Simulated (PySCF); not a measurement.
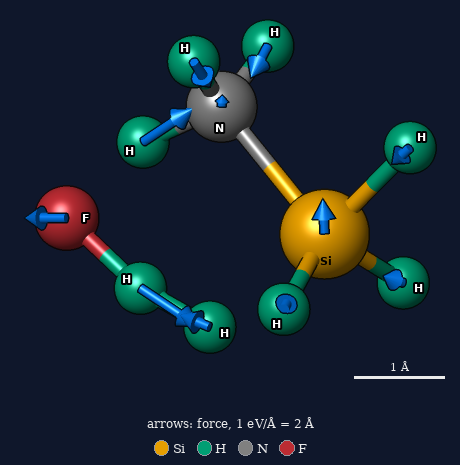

Starting geometry of SiNH₈F with the computed forces as blue arrows. A ball-and-stick model, seen from a free direction.

The reaction that was planned forms Si1–N7, H6–F9, H2–H8 and breaks Si1–H2, H6–N7, H8–F9 (atoms numbered from 1 in input order).

The calculation used RKS PBE0-D4/def2-TZVP, partitioned rational-function steps on a Bofill-updated Hessian (PySCF 2.14.0). 

### Is this structure relaxed? If not, where do the atoms go?

It isn't relaxed: the largest force vector, on an H atom, is 0.43 eV/Å. The final displacements have little in common with the starting forces (cosine between the two patterns 0.10). The atom that moves furthest after the best rigid fit is the F atom (0.45 Å). By element the largest moves are F 0.45 Å, H 0.43 Å, N 0.05 Å, Si 0.03 Å. Near-neighbour distances that change, for instance: F–H 1.351 → 1.439 Å, H–N 1.117 → 1.085 Å, N–Si 1.896 → 1.886 Å, H–Si 1.527 → 1.516 Å. Among the angles between lasting bonds that change: H–N–H 110.4° → 107.7°, H–N–H 110.3° → 112.6°, Si–N–H 110.2° → 108.1°. Groups turn about N–Si by about 30°. After 18 geometry steps the energy has fallen by 0.53 kcal/mol. The run took 3.1 min on 4 threads of Arm Neoverse V2, on a shared host.
